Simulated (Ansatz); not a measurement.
**Geometry relaxation of Ge₁₃H₂₀ (part 2 of 2)**

The same run, continued: Ge₁₃H₂₀ (Ge13H20 off sphere); RKS PBE-D4/def2-SVP (Ansatz 0.2.0). The geometry: GFN2-xTB start.

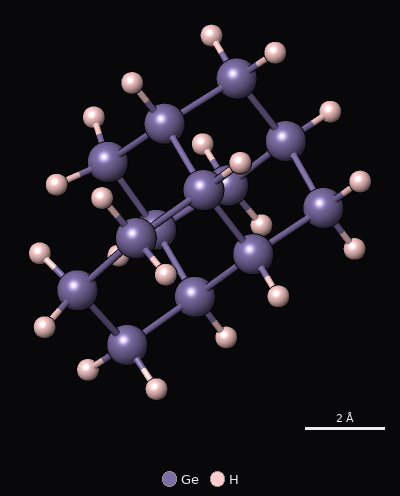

*The geometry at step 2 of the log (ball-and-stick view, seen at a tilt).*

Output, continued:
```
relax step   4: F+E_penalty+E_count = -734867.12439854 eV  Δ(F+E_penalty+E_count) = -2.182e-3 eV  max|allowed force component| = 2.047e-2 eV/Å  Δτ_max = 0.0156 Å  (21 SCF iters, accepted)
Total energy: -734867.12447831 eV, -27005.8687137505 hartree
Atom 0 at     0.684453    -3.528166     0.548871 Å, force     0.000132    -0.012940     0.001931 eV/Å
Atom 1 at    -2.352144     2.354179    -2.240860 Å, force     0.011083    -0.011484    -0.013583 eV/Å
Atom 2 at     0.835282    -0.837266    -2.334811 Å, force    -0.000426     0.000417    -0.012215 eV/Å
Atom 3 at    -2.116569    -0.695315     0.436103 Å, force    -0.004100    -0.003989     0.008707 eV/Å
Atom 4 at     0.675452    -0.677232     3.329517 Å, force     0.001454    -0.001598     0.017976 eV/Å
Atom 5 at     0.694206     2.115687     0.436858 Å, force     0.004420     0.004372     0.008678 eV/Å
Atom 6 at     3.527940    -0.680946     0.548547 Å, force     0.012803    -0.000293     0.002230 eV/Å
Atom 7 at    -3.592159     0.724684    -0.904999 Å, force    -0.020474     0.006407     0.004811 eV/Å
Atom 8 at    -0.687598    -2.138622    -0.930636 Å, force     0.005955     0.000537    -0.000867 eV/Å
Atom 9 at     2.103990    -2.102213     1.944666 Å, force    -0.008234     0.008249    -0.005213 eV/Å
Atom 10 at    -0.724988     3.593889    -0.902003 Å, force    -0.006494     0.019958     0.004831 eV/Å
Atom 11 at     2.136137     0.687444    -0.932126 Å, force    -0.000390    -0.005568    -0.000647 eV/Å
Atom 12 at    -0.712789     0.711420     1.868375 Å, force    -0.005406     0.005273     0.004743 eV/Å
Atom 13 at     1.568142    -4.489117    -0.301800 Å, force    -0.002845     0.005322     0.005538 eV/Å
Atom 14 at    -0.228779    -4.400490     1.461073 Å, force     0.004029     0.005963    -0.006808 eV/Å
Atom 15 at    -3.356212     3.357746    -2.882018 Å, force     0.004524    -0.004487    -0.004722 eV/Å
Atom 16 at    -1.615754     1.619559    -3.396968 Å, force    -0.008542     0.008645     0.011909 eV/Å
Atom 17 at     1.818367    -1.819766    -3.040074 Å, force    -0.003984     0.004124    -0.003162 eV/Å
Atom 18 at     0.060675    -0.063631    -3.440115 Å, force     0.003365    -0.003314     0.007445 eV/Å
Atom 19 at    -2.997411    -1.614416     1.342158 Å, force     0.002925    -0.001045    -0.002101 eV/Å
Atom 20 at    -0.231850    -1.553796     4.244106 Å, force     0.006764     0.004959    -0.008018 eV/Å
Atom 21 at     1.548957     0.229523     4.247531 Å, force    -0.004697    -0.006665    -0.008247 eV/Å
Atom 22 at     1.614823     2.994324     1.343528 Å, force     0.000967    -0.002724    -0.002095 eV/Å
Atom 23 at     4.491626    -1.563478    -0.300188 Å, force    -0.005459     0.002713     0.005294 eV/Å
Atom 24 at     4.397357     0.235179     1.460631 Å, force    -0.005731    -0.004218    -0.006757 eV/Å
Atom 25 at    -4.485875    -0.150542    -1.834163 Å, force     0.009149     0.006496     0.006295 eV/Å
Atom 26 at    -4.536041     1.497220     0.065048 Å, force     0.009614    -0.005639    -0.010127 eV/Å
Atom 27 at    -1.579714    -3.051059    -1.829744 Å, force    -0.002934     0.000629    -0.000192 eV/Å
Atom 28 at     2.998140    -2.995071     2.860538 Å, force     0.004296    -0.004445     0.001606 eV/Å
Atom 29 at     0.150751     4.489415    -1.828912 Å, force    -0.006690    -0.009102     0.006136 eV/Å
Atom 30 at    -1.498795     4.535696     0.068990 Å, force     0.005507    -0.009448    -0.010033 eV/Å
Atom 31 at     3.046879     1.580291    -1.832237 Å, force    -0.000420     0.002762    -0.000069 eV/Å
Atom 32 at    -1.636499     1.634871     2.725126 Å, force    -0.000161     0.000133    -0.003272 eV/Å
Dipole moment:     0.000743    -0.000625    -0.008146 e Å
Checks for a lower state left out: stability, starts, cluster_reference, orbital_swaps, neighbouring_geometries, increment
```

Trajectory as extended XYZ (Å, eV, eV/Å), 4 frames, from step=1 to step=4:
```
33
Properties=species:S:1:pos:R:3:forces:R:3 step=1 energy=-734866.72805
Ge    0.6934   -3.5193    0.5626    0.0031   0.2856   0.0174
Ge   -2.4204    2.4247   -2.2167    0.1710  -0.1754   0.0691
Ge    0.8617   -0.8659   -2.2395   -0.1051   0.0958   0.2576
Ge   -2.1361   -0.6449    0.4042    0.4185  -0.0549   0.0231
Ge    0.7180   -0.7200    3.2879   -0.0498   0.0454  -0.3157
Ge    0.6415    2.1355    0.4049    0.0689  -0.4300   0.0159
Ge    3.5178   -0.6876    0.5607   -0.2890  -0.0095   0.0216
Ge   -3.5853    0.7548   -0.9435    0.2433  -0.0015   0.1273
Ge   -0.6920   -2.1484   -0.8832    0.0603   0.3437   0.1436
Ge    2.1395   -2.1361    1.9336   -0.1720   0.1641  -0.1388
Ge   -0.7533    3.5900   -0.9409    0.0136  -0.2507   0.1093
Ge    2.1427    0.6905   -0.8866   -0.3425  -0.0377   0.1469
Ge   -0.6803    0.6785    1.8743   -0.0027  -0.0008  -0.4419
H     1.5134   -4.4929   -0.2691    0.4386  -0.2588  -0.4681
H    -0.1320   -4.4549    1.4289   -0.4591  -0.2429   0.4857
H    -3.3866    3.3883   -2.8738   -0.5325   0.5323  -0.1261
H    -1.7579    1.7617   -3.4105    0.3987  -0.3953  -0.4247
H     1.8147   -1.8185   -2.9391    0.5156  -0.5147  -0.1684
H     0.1776   -0.1816   -3.4129   -0.4129   0.4108  -0.3439
H    -3.0251   -1.5307    1.2913   -0.2634  -0.2321   0.2254
H    -0.1621   -1.5154    4.2378   -0.4621  -0.4652   0.2487
H     1.5085    0.1586    4.2429    0.4666   0.4654   0.2544
H     1.5312    3.0206    1.2919    0.2340   0.2635   0.2272
H     4.4958   -1.5062   -0.2663    0.2666  -0.4411  -0.4710
H     4.4472    0.1408    1.4301    0.2467   0.4667   0.4872
H    -4.5036   -0.0768   -1.8201   -0.2315  -0.4598  -0.5118
H    -4.5736    1.4407   -0.0165   -0.3019   0.3880   0.5302
H    -1.5227   -3.0572   -1.7967   -0.2558  -0.2511  -0.2494
H     3.0125   -3.0066    2.8437    0.2546  -0.2534   0.2409
H     0.0831    4.5081   -1.8141    0.4498   0.2274  -0.5004
H    -1.4403    4.5735   -0.0112   -0.3954   0.3164   0.5357
H     3.0480    1.5237   -1.8021    0.2471   0.2498  -0.2452
H    -1.5754    1.5728    2.7479   -0.2215   0.2200   0.2381
33
Properties=species:S:1:pos:R:3:forces:R:3 step=2 energy=-734867.07037
Ge    0.6659   -3.5213    0.5547    0.0754   0.1020  -0.0865
Ge   -2.3500    2.3530   -2.2469    0.0052  -0.0066   0.2404
Ge    0.8472   -0.8506   -2.3330   -0.0842   0.0849   0.1821
Ge   -2.1341   -0.7164    0.4608    0.0798   0.2166  -0.2037
Ge    0.6705   -0.6727    3.3009   -0.0444   0.0423  -0.0496
Ge    0.7152    2.1314    0.4614   -0.2200  -0.0744  -0.2021
Ge    3.5216   -0.6611    0.5540   -0.1060  -0.0787  -0.0856
Ge   -3.5732    0.7219   -0.8999    0.0864  -0.1054  -0.0035
Ge   -0.7008   -2.1355   -0.9347    0.0638   0.0515   0.1802
Ge    2.1067   -2.1040    1.9363   -0.0975   0.1003  -0.1121
Ge   -0.7212    3.5749   -0.8966    0.1100  -0.0898  -0.0066
Ge    2.1323    0.6995   -0.9373   -0.0513  -0.0643   0.1768
Ge   -0.7344    0.7320    1.8680    0.1913  -0.1905  -0.0170
H     1.5431   -4.4358   -0.3469    0.0198  -0.1091   0.0484
H    -0.2203   -4.3903    1.4907   -0.0191  -0.0551  -0.0330
H    -3.3719    3.3732   -2.8179   -0.0204   0.0220  -0.0975
H    -1.6286    1.6339   -3.4169   -0.0061   0.0048  -0.0343
H     1.8506   -1.8533   -2.9690    0.0058  -0.0069  -0.0822
H     0.0819   -0.0870   -3.4514    0.0375  -0.0367  -0.0313
H    -3.0553   -1.6067    1.3472    0.0269  -0.0516   0.0533
H    -0.2586   -1.5486    4.1884    0.0292  -0.0098   0.0952
H     1.5420    0.2554    4.1936    0.0097  -0.0284   0.0946
H     1.6092    3.0487    1.3482    0.0499  -0.0259   0.0541
H     4.4412   -1.5364   -0.3437    0.1091  -0.0211   0.0466
H     4.3855    0.2299    1.4900    0.0572   0.0218  -0.0304
H    -4.4172   -0.1676   -1.8551   -0.1128  -0.0024   0.0046
H    -4.5136    1.4562    0.0959   -0.0833   0.0618  -0.0552
H    -1.5601   -3.0537   -1.8491   -0.0893  -0.0420  -0.0311
H     2.9992   -2.9938    2.8457    0.0514  -0.0528   0.0677
H     0.1707    4.4207   -1.8478    0.0026   0.1124   0.0011
H    -1.4568    4.5140    0.0985   -0.0656   0.0875  -0.0466
H     3.0480    1.5594   -1.8539    0.0403   0.0893  -0.0295
H    -1.6348    1.6307    2.7662   -0.0511   0.0540  -0.0073
33
Properties=species:S:1:pos:R:3:forces:R:3 step=3 energy=-734867.12222
Ge    0.6855   -3.5267    0.5493   -0.0087  -0.0800   0.0143
Ge   -2.3550    2.3570   -2.2405    0.0341  -0.0344  -0.0849
Ge    0.8364   -0.8383   -2.3332   -0.0046   0.0046  -0.0642
Ge   -2.1150   -0.6958    0.4359   -0.0125  -0.0312   0.0348
Ge    0.6750   -0.6767    3.3261    0.0037  -0.0040   0.1110
Ge    0.6947    2.1141    0.4367    0.0313   0.0124   0.0349
Ge    3.5265   -0.6821    0.5490    0.0799   0.0094   0.0143
Ge   -3.5904    0.7243   -0.9022   -0.1064   0.0261  -0.0061
Ge   -0.6865   -2.1392   -0.9293   -0.0050  -0.0055  -0.0296
Ge    2.1042   -2.1024    1.9462    0.0066  -0.0068  -0.0107
Ge   -0.7245    3.5921   -0.8992   -0.0265   0.1064  -0.0059
Ge    2.1368    0.6864   -0.9307    0.0057   0.0051  -0.0294
Ge   -0.7112    0.7099    1.8665   -0.0391   0.0393   0.0076
H     1.5677   -4.4943   -0.2990   -0.0151   0.0326   0.0163
H    -0.2305   -4.4020    1.4600    0.0238   0.0321  -0.0210
H    -3.3550    3.3564   -2.8975    0.0072  -0.0070   0.0351
H    -1.6203    1.6239   -3.4032   -0.0164   0.0166   0.0619
H     1.8168   -1.8182   -3.0487   -0.0095   0.0097   0.0211
H     0.0621   -0.0649   -3.4412    0.0069  -0.0069   0.0322
H    -2.9924   -1.6175    1.3459    0.0124   0.0185  -0.0220
H    -0.2330   -1.5528    4.2451    0.0277   0.0244  -0.0374
H     1.5482    0.2305    4.2486   -0.0243  -0.0274  -0.0379
H     1.6179    2.9893    1.3472   -0.0184  -0.0119  -0.0218
H     4.4967   -1.5631   -0.2976   -0.0326   0.0149   0.0162
H     4.3990    0.2368    1.4596   -0.0318  -0.0243  -0.0211
H    -4.4921   -0.1510   -1.8285    0.0417   0.0277   0.0256
H    -4.5381    1.4995    0.0678    0.0494  -0.0317  -0.0342
H    -1.5806   -3.0510   -1.8284    0.0077   0.0059   0.0074
H     2.9993   -2.9962    2.8607   -0.0024   0.0022   0.0005
H     0.1512    4.4957   -1.8232   -0.0279  -0.0418   0.0252
H    -1.5010    4.5376    0.0719    0.0316  -0.0493  -0.0344
H     3.0468    1.5814   -1.8308   -0.0055  -0.0081   0.0075
H    -1.6391    1.6374    2.7169    0.0172  -0.0173  -0.0051
33
Properties=species:S:1:pos:R:3:forces:R:3 step=4 energy=-734867.12440
Ge    0.6845   -3.5282    0.5489    0.0001  -0.0129   0.0019
Ge   -2.3521    2.3542   -2.2409    0.0111  -0.0115  -0.0136
Ge    0.8353   -0.8373   -2.3348   -0.0004   0.0004  -0.0122
Ge   -2.1166   -0.6953    0.4361   -0.0041  -0.0040   0.0087
Ge    0.6755   -0.6772    3.3295    0.0015  -0.0016   0.0180
Ge    0.6942    2.1157    0.4369    0.0044   0.0044   0.0087
Ge    3.5279   -0.6809    0.5485    0.0128  -0.0003   0.0022
Ge   -3.5922    0.7247   -0.9050   -0.0205   0.0064   0.0048
Ge   -0.6876   -2.1386   -0.9306    0.0060   0.0005  -0.0009
Ge    2.1040   -2.1022    1.9447   -0.0082   0.0082  -0.0052
Ge   -0.7250    3.5939   -0.9020   -0.0065   0.0200   0.0048
Ge    2.1361    0.6874   -0.9321   -0.0004  -0.0056  -0.0006
Ge   -0.7128    0.7114    1.8684   -0.0054   0.0053   0.0047
H     1.5681   -4.4891   -0.3018   -0.0028   0.0053   0.0055
H    -0.2288   -4.4005    1.4611    0.0040   0.0060  -0.0068
H    -3.3562    3.3577   -2.8820    0.0045  -0.0045  -0.0047
H    -1.6158    1.6196   -3.3970   -0.0085   0.0086   0.0119
H     1.8184   -1.8198   -3.0401   -0.0040   0.0041  -0.0032
H     0.0607   -0.0636   -3.4401    0.0034  -0.0033   0.0074
H    -2.9974   -1.6144    1.3422    0.0029  -0.0010  -0.0021
H    -0.2319   -1.5538    4.2441    0.0068   0.0050  -0.0080
H     1.5490    0.2295    4.2475   -0.0047  -0.0067  -0.0082
H     1.6148    2.9943    1.3435    0.0010  -0.0027  -0.0021
H     4.4916   -1.5635   -0.3002   -0.0055   0.0027   0.0053
H     4.3974    0.2352    1.4606   -0.0057  -0.0042  -0.0068
H    -4.4859   -0.1505   -1.8342    0.0091   0.0065   0.0063
H    -4.5360    1.4972    0.0650    0.0096  -0.0056  -0.0101
H    -1.5797   -3.0511   -1.8297   -0.0029   0.0006  -0.0002
H     2.9981   -2.9951    2.8605    0.0043  -0.0044   0.0016
H     0.1508    4.4894   -1.8289   -0.0067  -0.0091   0.0061
H    -1.4988    4.5357    0.0690    0.0055  -0.0094  -0.0100
H     3.0469    1.5803   -1.8322   -0.0004   0.0028  -0.0001
H    -1.6365    1.6349    2.7251   -0.0002   0.0001  -0.0033
```

Summary:

| quantity | value |
| --- | --- |
| outcome | converged |
| total energy | −734867.1245 eV |
| mean-field energy | −734865.2308 eV |
| dispersion energy | −1.8937 eV |
| HOMO | −6.18 eV |
| LUMO | −1.53 eV |
| largest force (length of the vector) at the end | 0.022 eV/Å |
| dipole moment | 0.04 D |
| hardware | 4 CPU threads, shared host |
| wall time | 20 s (CPU time 32 s) |
| peak memory | 1.1 GiB |
